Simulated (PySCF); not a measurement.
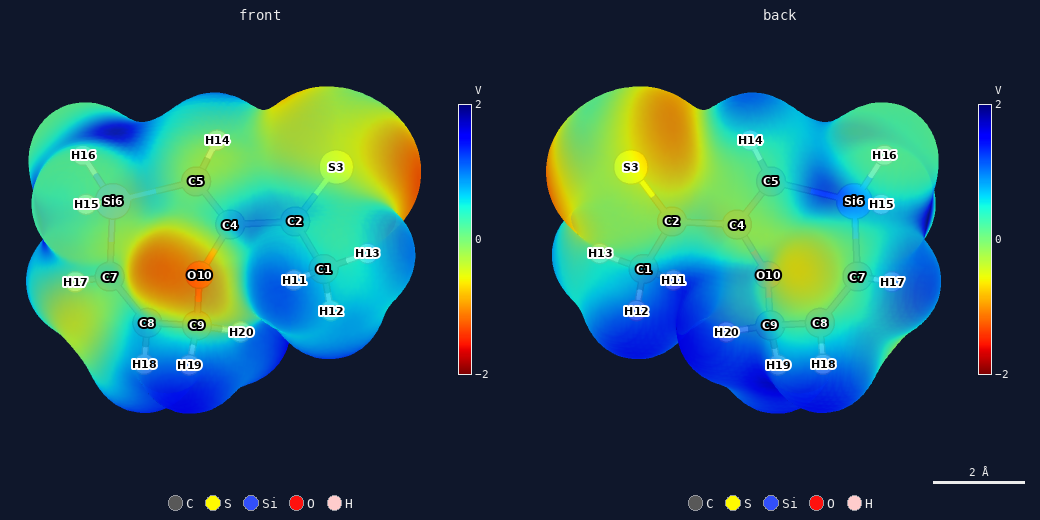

C7H10OSSi (SMILES CC(=S)C1=C[SiH2]C=CCO1). The molecular electrostatic potential painted on the density surface at 0.004 e/bohr³, seen from the front and from behind; red is negative and blue positive.

Geometry: GFN2-xTB.

These are results of PBE0/pcSseg-1, SCF density, gas phase, non-relativistic in PySCF, not measurements.

Input file:

```
{"job": {"kind": "nmr", "xc": "PBE0", "basis": "pcSseg-1"}, "charge": 0, "multiplicity": 1}
C      2.794663    -0.748453    -0.189540
C      2.021599     0.503455    -0.436183
S      2.678196     1.736758    -1.291352
C      0.682633     0.603592     0.107679
C     -0.070915     1.711169     0.153687
Si    -1.756301     1.457773     0.958519
C     -2.566649     0.047538     0.003101
C     -1.952807    -1.051978    -0.411297
C     -0.523435    -1.416126    -0.132221
O      0.159024    -0.527852     0.727250
H      2.614401    -1.112494     0.821121
H      2.475354    -1.527423    -0.884681
H      3.856013    -0.572009    -0.344045
H      0.304003     2.635003    -0.255043
H     -1.600128     1.152918     2.381874
H     -2.549356     2.675560     0.754375
H     -3.610821     0.162562    -0.256462
H     -2.469661    -1.806717    -0.994771
H     -0.500158    -2.388743     0.374909
H      0.009197    -1.523855    -1.089958
```

Command:

```sh
OMP_NUM_THREADS=1 python probes_run.py task.json out
```

### Which sites attract a positive test charge, and which a negative one?

A positive charge is drawn to the negative regions and a negative charge to the positive ones. The most negative region (about −1.2 V, or −28 kcal/mol for a unit charge) lies over S3 and O10, the most positive (about +1.7 V, or +39 kcal/mol for a unit charge) over Si6 and C9.

### How polar is the molecule by this calculation?

Its dipole moment is 3.01 D.
